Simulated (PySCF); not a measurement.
C₂H₂N₂Si, SMILES C(#N)[SiH2]C#N, singlet, PBE0/def2-SVP optimised geometry. Atoms within 1.6 Å of the plane z = 1.2 Å (x, y, z in Å): N1 (1.97, -1.13, 0.00), C2 (0.81, -1.10, 0.00), Si3 (-1.04, -1.10, 0.00), C4 (-1.59, 0.66, 0.00), N5 (-1.97, 1.76, 0.00), H6 (-1.53, -1.76, 1.24).

Computed with PBE0/def2-TZVP in PySCF.

Map of the HOMO amplitude (bohr^(-3/2)) on the plane z = 1.2 Å; orbital energy -10.28 eV, overall sign arbitrary:

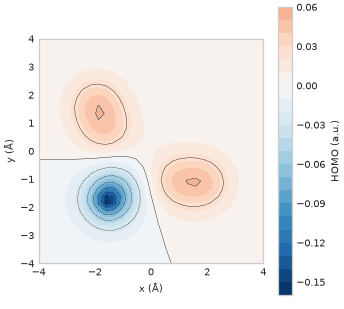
Figure: HOMO amplitude (bohr^(-3/2)) on the plane z = 1.2 Å.
